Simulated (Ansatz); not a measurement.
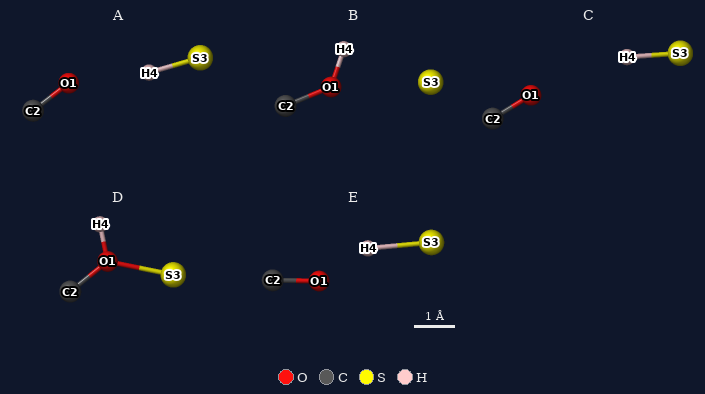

5 geometries from one relaxation of CHOS (charge −1), in shuffled order. A ball-and-stick model, seen face on.

It is one of the separated reactants of a reaction.

The calculation used RKS PBE-D4/def2-SVPD in Ansatz 0.2.0. Settings: force threshold 0.03 eV/Å; at most 250 steps.

Q: Order the frames from highest to lowest energy.

A: D, B, E, A, C. They are steps 0, 4, 8, 10, 15, at +6.774 eV, +4.565 eV, +1.275 eV, +0.091 eV relative to the last. H4 moves most after the best rigid fit: 1.50 Å. By element the largest moves are H 1.50 Å, S 1.39 Å, O 1.26 Å, C 1.23 Å. Near-neighbour distances that change, for instance: C2–S3 2.663 → 5.072 Å, O1–S3 1.710 → 3.961 Å, O1–H4 0.970 → 2.640 Å, S3–H4 2.273 → 1.363 Å. New bonds form, among them: S3–H4 (2.27 → 1.36 Å). Bonds break, among them: O1–H4 (0.97 → 2.64 Å), O1–S3 (1.71 → 3.96 Å). After 15 geometry steps the energy has fallen by 6.774 eV. Largest force component: 5.1 eV/Å at the start, 0.012 eV/Å at the end. Cost: 12 s on 2 threads of Intel Xeon Platinum 8488C (shared host).
